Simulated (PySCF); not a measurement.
Dissociation curve of SMILES N[SiH3], singlet. The N2–H7 bond (N2 also carries H, Si; H7 carries nothing else) is pulled apart rigidly from the PBE0/def2-TZVP optimised geometry.

```
7

Si    -0.8515    -1.2294    -0.8505
N      0.0000     0.0000     0.0000
H     -0.4580    -1.1510    -2.2811
H     -0.4568    -2.5406    -0.2740
H     -2.3425    -1.1503    -0.7948
H      0.0000     0.9426    -0.3552
H      0.0000     0.0000     1.0073
```

- RCCSD(T) = PySCF with CCSD(T) on RHF/cc-pVDZ, 6 core orbitals frozen
- UCCSD = CCSD on UHF/cc-pVDZ, 6 core orbitals frozen in PySCF
- UKS-PBE0 = unrestricted PBE0/cc-pVDZ (PySCF 2.14.0)
- UKS-r2SCAN = PySCF with unrestricted r2SCAN/cc-pVDZ

Energies are in kcal/mol, each relative to the lowest point of its own curve near equilibrium.

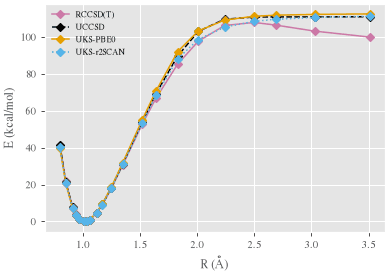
Energy against bond length for each method.

| R / Å | RCCSD(T) | UCCSD | UKS-PBE0 | UKS-r2SCAN |
|---|---|---|---|---|
| 0.80 | 41.4 | 41.2 | 39.9 | 40.1 |
| 0.85 | 21.7 | 21.5 | 20.7 | 20.9 |
| 0.91 | 7.8 | 7.6 | 7.2 | 7.4 |
| 0.94 | 3.8 | 3.7 | 3.4 | 3.5 |
| 0.97 | 1.3 | 1.3 | 1.1 | 1.2 |
| 1.01 | 0.0 | 0.0 | 0.0 | 0.0 |
| 1.04 | 0.2 | 0.3 | 0.3 | 0.3 |
| 1.06 | 0.8 | 0.9 | 1.0 | 0.9 |
| 1.12 | 4.4 | 4.6 | 4.8 | 4.6 |
| 1.17 | 8.9 | 9.2 | 9.5 | 9.1 |
| 1.25 | 17.9 | 18.4 | 18.7 | 18.1 |
| 1.35 | 30.7 | 31.4 | 31.9 | 30.9 |
| 1.52 | 52.7 | 54.0 | 55.1 | 53.4 |
| 1.64 | 66.8 | 69.2 | 70.7 | 68.4 |
| 1.83 | 85.3 | 89.7 | 92.1 | 88.2 |
| 2.01 | 97.7 | 103.0 | 103.3 | 98.6 |
| 2.24 | 106.2 | 109.6 | 109.1 | 105.3 |
| 2.50 | 107.8 | 110.8 | 111.2 | 108.5 |
| 2.69 | 106.4 | 110.9 | 111.8 | 109.6 |
| 3.03 | 103.1 | 110.9 | 112.2 | 110.6 |
| 3.51 | 99.9 | 110.9 | 112.5 | 111.2 |

At the longest distance, 3.51 Å, UKS-PBE0 lies highest above its minimum (112.5 kcal/mol) and RCCSD(T) lowest (99.9 kcal/mol).

The RCCSD(T) curve passes through a maximum at 2.50 Å and then falls by 7.9 kcal/mol up to the last usable point.

The T1 diagnostic of CCSD on the restricted reference of RCCSD(T) exceeds 0.045 at 2.50 to 3.51 Å. The unrestricted determinant behind UCCSD is spin-contaminated at 1.52 to 3.51 Å (<S²> up to 1.0, against 0.00 for a pure singlet). The unrestricted determinant behind UKS-PBE0, UKS-r2SCAN is spin-contaminated at 1.83 to 3.51 Å (<S²> up to 1.0, against 0.00 for a pure singlet).
